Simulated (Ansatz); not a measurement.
**Run report: Mg$_{8}$HO$_{8}$, molecular dynamics (part 5 of 5)**

The same run, continued: Mg$_{8}$HO$_{8}$ (defect cell, 17 atoms in the cell); DFT PBE, scalar-relativistic, plane waves, PAW, PAW set soft_1, spin-polarised (Ansatz 0.2.0); cutoff 420 eV, 2×2×2 k-mesh, Fermi–Dirac smearing of 0.05 eV, collinear spins. The structure derives from an entry of the Crystallography Open Database. It belongs to a series of runs on one base structure; here: dynamics from the start.

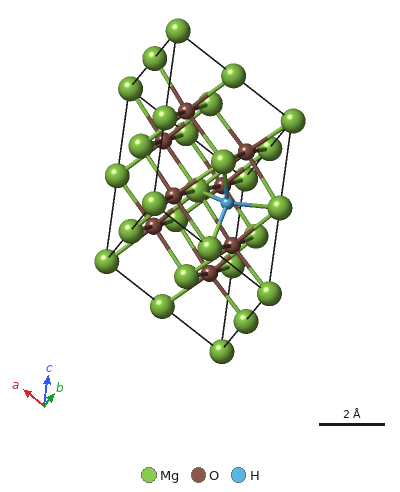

Fig. 1: The geometry at step 155 of the log (ball-and-stick view of the cell of the calculation, seen at an oblique angle).

Trajectory as extended XYZ, continued
```
17
Lattice="0.0000 3.8650 3.8650 3.8650 0.0000 3.8650 3.8650 3.8650 0.0000" Properties=species:S:1:pos:R:3:forces:R:3 step=139 time_fs=104.2 energy=-19955.03547 temperature=252.6
Mg   -0.0322   -0.0439    0.0030    0.4936   0.2427   0.4627
O     1.9469    1.8443    1.8902    0.4357   1.0062   2.1359
Mg    1.9153    1.8959    0.0445    0.1200   0.4239  -1.6276
O     3.8768    3.7947    1.9371   -0.6453   1.0466  -0.4017
Mg    1.9274   -0.0044    1.8888    0.1570  -0.2718   0.7942
O     3.8231    1.9590    3.8998    0.6984  -1.2555  -1.4911
Mg    3.8798    1.9243    1.8975   -0.0499   0.7160   0.6514
O     5.8359    3.9544    3.8115    0.1367  -0.2410   0.3326
Mg   -0.0177    1.9081    1.9071    0.4293   0.2432   1.0937
O     1.9206    3.8388    3.8432    0.0276   0.4149   0.2080
Mg    1.9240    3.8928    1.9538    0.7381   0.2813   0.0015
O     3.8206    5.7172    3.8242    1.1661   1.8647   0.3919
Mg    2.0049    1.9866    3.8702   -1.9923  -1.0498  -0.4826
O     3.8355    3.9866    5.8968    0.0139  -1.8349  -1.1459
Mg    3.9112    3.8875    3.8682   -0.6551  -0.4803  -0.1554
O     5.8203    5.8466    5.8524   -0.4837  -0.9399  -0.8333
H     4.9032    2.9641    4.8553   -0.5902  -0.1664   0.0658
17
Lattice="0.0000 3.8650 3.8650 3.8650 0.0000 3.8650 3.8650 3.8650 0.0000" Properties=species:S:1:pos:R:3:forces:R:3 step=143 time_fs=107.2 energy=-19955.04893 temperature=261.0
Mg   -0.0165   -0.0423   -0.0022    0.2535   0.2530   0.9155
O     1.9320    1.8438    1.9067    0.6384   1.0617   1.5688
Mg    1.9186    1.8962    0.0437   -0.2835   0.6614  -1.5495
O     3.8800    3.7939    1.9357   -0.5437   1.0741  -0.2734
Mg    1.9403    0.0005    1.8764   -0.1508  -0.4924   1.0179
O     3.8000    1.9421    3.9048    1.3782  -0.8400  -1.4484
Mg    3.8720    1.9240    1.8955   -0.0082   0.7857   0.8504
O     5.8514    3.9606    3.8077   -0.3295  -0.6318   0.4206
Mg   -0.0143    1.9173    1.9188    0.0491  -0.1136   0.9091
O     1.9256    3.8352    3.8200    0.0755   0.5872   0.7256
Mg    1.9286    3.8815    1.9462    0.8238   0.4013  -0.2841
O     3.8143    5.7211    3.8279    1.1724   1.8006   0.4372
Mg    2.0003    1.9851    3.8719   -2.1472  -1.1038  -0.4169
O     3.8481    3.9822    5.9132   -0.2435  -1.6376  -1.6077
Mg    3.9011    3.8968    3.8823   -0.3340  -0.7517  -0.6474
O     5.8044    5.8440    5.8402   -0.1718  -0.8309  -0.5613
H     4.8578    2.9658    4.8533   -0.1788  -0.2234  -0.0563
17
Lattice="0.0000 3.8650 3.8650 3.8650 0.0000 3.8650 3.8650 3.8650 0.0000" Properties=species:S:1:pos:R:3:forces:R:3 step=147 time_fs=110.2 energy=-19955.10980 temperature=292.7
Mg    0.0002   -0.0397   -0.0041    0.0023   0.2953   1.1674
O     1.9205    1.8490    1.9317    0.8145   0.9639   0.7716
Mg    1.9210    1.8988    0.0374   -0.5464   0.8388  -1.2765
O     3.8803    3.7990    1.9327   -0.3485   1.0326  -0.0826
Mg    1.9527    0.0037    1.8675   -0.4387  -0.5940   1.1834
O     3.7841    1.9205    3.9020    1.7024  -0.4262  -1.2922
Mg    3.8642    1.9265    1.8964    0.0091   0.6801   0.9963
O     5.8653    3.9635    3.8062   -0.7435  -1.0148   0.4655
Mg   -0.0106    1.9261    1.9337   -0.3453  -0.4846   0.6292
O     1.9311    3.8348    3.8007    0.1539   0.6859   1.1834
Mg    1.9360    3.8717    1.9375    0.6843   0.3792  -0.6178
O     3.8143    5.7347    3.8340    1.0305   1.4540   0.4852
Mg    1.9881    1.9796    3.8722   -2.0048  -1.0256  -0.2893
O     3.8594    3.9690    5.9210   -0.4754  -1.2156  -1.8760
Mg    3.8898    3.9034    3.8942   -0.0538  -0.8040  -1.0816
O     5.7875    5.8369    5.8248    0.1619  -0.6287  -0.2685
H     4.7979    2.9492    4.8470    0.3974  -0.1364  -0.0975
17
Lattice="0.0000 3.8650 3.8650 3.8650 0.0000 3.8650 3.8650 3.8650 0.0000" Properties=species:S:1:pos:R:3:forces:R:3 step=151 time_fs=113.2 energy=-19955.21654 temperature=346.9
Mg    0.0170   -0.0361   -0.0020   -0.2262   0.3675   1.1172
O     1.9134    1.8594    1.9610    0.9490   0.6715  -0.0496
Mg    1.9214    1.9044    0.0264   -0.6052   0.8285  -0.9888
O     3.8787    3.8096    1.9293   -0.0995   0.9198   0.1408
Mg    1.9637    0.0049    1.8628   -0.6633  -0.5735   1.2635
O     3.7773    1.8966    3.8922    1.6441   0.0236  -1.0126
Mg    3.8563    1.9314    1.9010    0.0231   0.4447   1.0735
O     5.8752    3.9608    3.8072   -0.9871  -1.2387   0.3734
Mg   -0.0081    1.9333    1.9510   -0.6159  -0.7078   0.2048
O     1.9374    3.8380    3.7877    0.2246   0.6913   1.4814
Mg    1.9459    3.8631    1.9266    0.4312   0.3863  -0.7215
O     3.8199    5.7562    3.8427    0.7484   0.8933   0.5181
Mg    1.9688    1.9705    3.8714   -1.5236  -0.8204  -0.0975
O     3.8682    3.9492    5.9188   -0.6233  -0.7291  -1.9106
Mg    3.8782    3.9072    3.9024    0.2163  -0.7885  -1.2836
O     5.7713    5.8264    5.8080    0.4724  -0.3762   0.0217
H     4.7697    2.9212    4.8323    0.6349   0.0078  -0.1302
17
Lattice="0.0000 3.8650 3.8650 3.8650 0.0000 3.8650 3.8650 3.8650 0.0000" Properties=species:S:1:pos:R:3:forces:R:3 step=155 time_fs=116.2 energy=-19955.35462 temperature=416.7
Mg    0.0331   -0.0311    0.0040   -0.4069   0.4438   0.7744
O     1.9114    1.8734    1.9902    1.0022   0.2436  -0.7533
Mg    1.9198    1.9129    0.0119   -0.4330   0.5664  -0.7955
O     3.8766    3.8253    1.9266    0.1589   0.7326   0.3641
Mg    1.9723    0.0040    1.8626   -0.8020  -0.4591   1.2388
O     3.7793    1.8727    3.8769    1.2934   0.5221  -0.6170
Mg    3.8485    1.9379    1.9093    0.0538   0.1496   1.0494
O     5.8798    3.9516    3.8101   -0.9998  -1.2065   0.1236
Mg   -0.0078    1.9380    1.9690   -0.6585  -0.6869  -0.3873
O     1.9449    3.8450    3.7826    0.2436   0.6025   1.5543
Mg    1.9574    3.8559    1.9132    0.1356   0.4614  -0.5041
O     3.8295    5.7826    3.8543    0.3517   0.2296   0.5078
Mg    1.9441    1.9585    3.8703   -0.7768  -0.5262   0.1360
O     3.8737    3.9253    5.9062   -0.6659  -0.2829  -1.7015
Mg    3.8674    3.9081    3.9061    0.4551  -0.8059  -1.2316
O     5.7577    5.8138    5.7912    0.7206  -0.1152   0.2871
H     4.7923    2.8936    4.8070    0.3279   0.1311  -0.0453
17
Lattice="0.0000 3.8650 3.8650 3.8650 0.0000 3.8650 3.8650 3.8650 0.0000" Properties=species:S:1:pos:R:3:forces:R:3 step=158 time_fs=118.5 energy=-19955.41864 temperature=450.3
Mg    0.0442   -0.0263    0.0105   -0.5058   0.4768   0.3954
O     1.9134    1.8849    2.0097    0.9599  -0.0903  -1.1659
Mg    1.9175    1.9206   -0.0010   -0.1881   0.2272  -0.7060
O     3.8755    3.8397    1.9259    0.3313   0.5440   0.5077
Mg    1.9770    0.0022    1.8654   -0.8502  -0.3316   1.1506
O     3.7855    1.8564    3.8630    0.9266   0.8898  -0.2785
Mg    3.8427    1.9432    1.9181    0.0945  -0.0704   0.9402
O     5.8798    3.9403    3.8128   -0.8723  -1.0087  -0.1332
Mg   -0.0091    1.9399    1.9817   -0.5545  -0.5733  -0.8503
O     1.9515    3.8524    3.7842    0.2037   0.4809   1.4577
Mg    1.9664    3.8516    1.9019   -0.0976   0.5307  -0.1734
O     3.8381    5.8035    3.8648    0.0077  -0.2635   0.4528
Mg    1.9235    1.9481    3.8697   -0.1317  -0.2828   0.3024
O     3.8755    3.9062    5.8906   -0.6375   0.0321  -1.3783
Mg    3.8602    3.9070    3.9060    0.5852  -0.8159  -1.1061
O     5.7499    5.8039    5.7795    0.8492   0.0655   0.4562
H     4.8291    2.8796    4.7853   -0.1204   0.1897   0.1285
17
Lattice="0.0000 3.8650 3.8650 3.8650 0.0000 3.8650 3.8650 3.8650 0.0000" Properties=species:S:1:pos:R:3:forces:R:3 step=162 time_fs=121.5 energy=-19955.40569 temperature=448.1
Mg    0.0576   -0.0185    0.0202   -0.5971   0.4527  -0.1390
O     1.9207    1.8998    2.0301    0.7823  -0.4525  -1.5463
Mg    1.9140    1.9316   -0.0203    0.1213  -0.2188  -0.4969
O     3.8757    3.8615    1.9273    0.4964   0.2350   0.6307
Mg    1.9806   -0.0011    1.8726   -0.8517  -0.1291   0.9541
O     3.7980    1.8389    3.8434    0.4042   1.2886   0.1654
Mg    3.8353    1.9500    1.9327    0.1766  -0.3190   0.6453
O     5.8757    3.9206    3.8157   -0.5953  -0.5923  -0.4702
Mg   -0.0124    1.9407    1.9960   -0.3321  -0.4214  -1.3016
O     1.9611    3.8645    3.7932    0.0687   0.2606   1.1655
Mg    1.9781    3.8475    1.8863   -0.3916   0.5825   0.3611
O     3.8494    5.8300    3.8810   -0.4565  -0.8288   0.3000
Mg    1.8957    1.9334    3.8700    0.7166   0.0224   0.4467
O     3.8749    3.8810    5.8635   -0.5635   0.4785  -0.7287
Mg    3.8525    3.9029    3.9024    0.6632  -0.7505  -0.9418
O     5.7435    5.7909    5.7660    0.9312   0.2658   0.6239
H     4.8664    2.8746    4.7674   -0.5727   0.1263   0.3318
17
Lattice="0.0000 3.8650 3.8650 3.8650 0.0000 3.8650 3.8650 3.8650 0.0000" Properties=species:S:1:pos:R:3:forces:R:3 step=166 time_fs=124.5 energy=-19955.32217 temperature=411.6
Mg    0.0689   -0.0090    0.0294   -0.6633   0.3304  -0.5784
O     1.9321    1.9123    2.0423    0.4947  -0.6608  -1.7024
Mg    1.9108    1.9419   -0.0415    0.2515  -0.4238  -0.0022
O     3.8785    3.8847    1.9321    0.5546  -0.1240   0.6346
Mg    1.9811   -0.0050    1.8832   -0.7938   0.0828   0.6910
O     3.8128    1.8284    3.8245   -0.0936   1.5012   0.5498
Mg    3.8285    1.9557    1.9496    0.2949  -0.4877   0.1747
O     5.8684    3.8976    3.8161   -0.3013  -0.1318  -0.6628
Mg   -0.0170    1.9401    2.0058   -0.1118  -0.3222  -1.4476
O     1.9711    3.8781    3.8086   -0.1477  -0.0030   0.7535
Mg    1.9884    3.8454    1.8720   -0.6344   0.5359   0.8265
O     3.8584    5.8522    3.8988   -0.8464  -1.2182   0.0608
Mg    1.8703    1.9187    3.8718    1.4360   0.2681   0.4446
O     3.8713    3.8582    5.8324   -0.4935   0.9684   0.1063
Mg    3.8471    3.8962    3.8954    0.6444  -0.5648  -0.8305
O     5.7421    5.7793    5.7559    0.9075   0.4068   0.7089
H     4.8581    2.8789    4.7761   -0.4977  -0.1572   0.2733
17
Lattice="0.0000 3.8650 3.8650 3.8650 0.0000 3.8650 3.8650 3.8650 0.0000" Properties=species:S:1:pos:R:3:forces:R:3 step=170 time_fs=127.5 energy=-19955.18433 temperature=348.3
Mg    0.0778    0.0017    0.0367   -0.7181   0.1202  -0.8584
O     1.9463    1.9214    2.0454    0.1469  -0.7304  -1.5860
Mg    1.9085    1.9508   -0.0627    0.2988  -0.4953   0.6482
O     3.8843    3.9072    1.9403    0.4857  -0.5082   0.4904
Mg    1.9788   -0.0085    1.8964   -0.6801   0.2751   0.3738
O     3.8271    1.8258    3.8085   -0.5489   1.4761   0.8495
Mg    3.8228    1.9597    1.9672    0.4486  -0.5767  -0.4298
O     5.8594    3.8738    3.8130   -0.0714   0.3123  -0.6038
Mg   -0.0220    1.9382    2.0105    0.0385  -0.2667  -1.2798
O     1.9804    3.8917    3.8280   -0.4084  -0.2790   0.2925
Mg    1.9966    3.8451    1.8605   -0.8527   0.3599   1.0842
O     3.8628    5.8679    3.9171   -1.0700  -1.3960  -0.2339
Mg    1.8499    1.9049    3.8751    1.9359   0.4534   0.2860
O     3.8649    3.8406    5.8017   -0.4056   1.4283   0.9610
Mg    3.8440    3.8874    3.8853    0.6058  -0.3239  -0.6954
O     5.7456    5.7699    5.7495    0.7854   0.4856   0.7032
H     4.8099    2.8703    4.8069    0.0095  -0.3348  -0.0018
```

The run was set up as follows.

Input
```yaml
accuracy: low
crystal:
  lattice:
    - [0.0, 3.865, 3.865]
    - [3.865, 0.0, 3.865]
    - [3.865, 3.865, 0.0]
  atoms:
    - { symbol: Mg, position: [-0.00094251, 0.00234232, -0.00043487] }
    - { symbol: O, position: [0.24463699, 0.26553302, 0.24521482], spin: 0.08 }
    - { symbol: Mg, position: [-0.00257239, 0.00096454, 0.50105714] }
    - { symbol: O, position: [0.25020328, 0.25004466, 0.75017415] }
    - { symbol: Mg, position: [-0.00094982, 0.4994741, -0.00042628] }
    - { symbol: O, position: [0.24472499, 0.74516789, 0.2452886], spin: 0.08 }
    - { symbol: Mg, position: [-0.00095043, 0.49945776, 0.50246537] }
    - { symbol: O, position: [0.24462169, 0.74507899, 0.76569962], spin: 0.08 }
    - { symbol: Mg, position: [0.50036113, 0.00076064, -0.00146163] }
    - { symbol: O, position: [0.74961339, 0.25008147, 0.25071318] }
    - { symbol: Mg, position: [0.50057745, 0.0009701, 0.50106264] }
    - { symbol: O, position: [0.74959975, 0.2500453, 0.75017456] }
    - { symbol: Mg, position: [0.50192091, 0.49947533, -0.00042521] }
    - { symbol: O, position: [0.7648544, 0.74516315, 0.24528399], spin: 0.08 }
    - { symbol: Mg, position: [0.50041598, 0.49828109, 0.50090814] }
    - { symbol: O, position: [0.74960165, 0.75061874, 0.75019917] }
    - { symbol: H, position: [0.37405454, 0.87574841, 0.37622541], spin: 0.32 }
magnetization:
  spin_polarized: true
basis:
  ecutwfc: 420.0
kpoints:
  mp_grid: { grid: [2, 2, 2] }
hamiltonian:
  xc: pbe
  pseudopotentials: { kind: paw, azcp: { folder: soft_1 } }
scf:
  occupations: { method: fermi_dirac, width: 0.05 }
  lower_state_search: "off"
md:
  timestep: 0.75
  n_steps: 170
  ensemble: nvt_nose_hoover
  temperature: 600.0
  initial_velocities: maxwell_boltzmann
  seed: 377005
  nose_hoover: { tau: 200.0, chain_length: 1 }
```

Run as:
```bash
ansatz run input.yaml --threads 1 --pin off --max-ram 3072MiB --backend cpu --events-out ev --progress --plain --runs-dir out
```

Summary

```tsv
quantity	value
outcome	finished
mean temperature over the second half	327 K
trajectory	170 steps, 127.5 fs
ensemble	nvt_nose_hoover
temperature in the input	600.0 K
time step	0.75 fs
electrons treated	129
potential energy (free energy of the electrons) (last step)	−19955.1843 eV
Fermi energy (last step)	16.251 eV
net moment of the cell (last step)	0.75 μB
integrated absolute moment (last step)	0.79 μB
largest force (length of the vector) (last step)	2.009 eV/Å
hardware	1 thread of Arm Neoverse V1, 24 GiB of memory available, shared host
wall time	20 min
peak memory	0.46 GiB
```

Notes

The input asks for low accuracy. The k-point mesh is coarse for a cell of this size, so the results may not be converged. So short a trajectory is not equilibrated. The temperature stays far from the 600 K of the thermostat over the second half: the run isn't equilibrated.
